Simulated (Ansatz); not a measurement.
The run's input:

```
crystal:
  periodic: [false, false, false]
  atoms:
    - {symbol: C, position_ang: [0.139182, 2.558464, 0.180055]}
    - {symbol: S, position_ang: [1.063327, 0.995736, 0.221743]}
    - {symbol: Si, position_ang: [-0.523753, -0.385135, -0.101147]}
    - {symbol: Si, position_ang: [0.412185, -2.528030, -0.090241]}
    - {symbol: H, position_ang: [-0.605282, 2.592558, 0.975317]}
    - {symbol: H, position_ang: [-0.341962, 2.701272, -0.787390]}
    - {symbol: H, position_ang: [0.863160, 3.357761, 0.337478]}
    - {symbol: H, position_ang: [-1.557218, -0.252146, 0.965861]}
    - {symbol: H, position_ang: [-1.201028, -0.108402, -1.400742]}
    - {symbol: H, position_ang: [1.429443, -2.649930, -1.167246]}
    - {symbol: H, position_ang: [1.056166, -2.800769, 1.221440]}
    - {symbol: H, position_ang: [-0.657120, -3.536679, -0.321026]}
basis:
  gaussian: {orbitals: def2-TZVPP}
hamiltonian: {xc: pbe, dispersion: d4}
output: {forces: true, orbitals: {seedname: orbitals}}
```

Run as:
```bash
ansatz run in.yaml --threads 4 --pin off --events-out ev --progress --plain --max-ram 10444MiB
```

Kohn-Sham orbital energies near the frontier, PBE/def2-TZVPP with the Ansatz code, at a PBE0-D4/def2-TZVP geometry (no frequency check), isolated molecule; empty levels in grey, levels within 0.03 eV side by side.

Question: Where do the frontier orbitals lie?

Answer: HOMO at −5.74 eV, LUMO at −1.02 eV, 4.72 eV apart.

Question: How far below the HOMO does the next level lie?

Answer: 1.45 eV.

Question: List the levels.

Answer:
```
orbital  energy (eV)
 LUMO+3        −0.21
 LUMO+2        −0.50
 LUMO+1        −0.73
   LUMO        −1.02
   HOMO        −5.74
 HOMO−1        −7.19
 HOMO−2        −7.43
 HOMO−3        −8.25
 HOMO−4        −8.52
 HOMO−5        −8.90
 HOMO−6        −9.58
 HOMO−7       −10.59
 HOMO−8       −10.63
 HOMO−9       −12.24
```

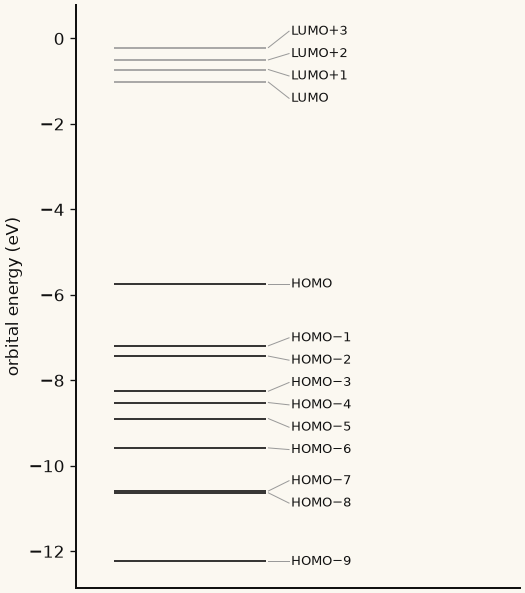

Note: one conformer of a flexible molecule; empty levels above zero depend strongly on the basis.
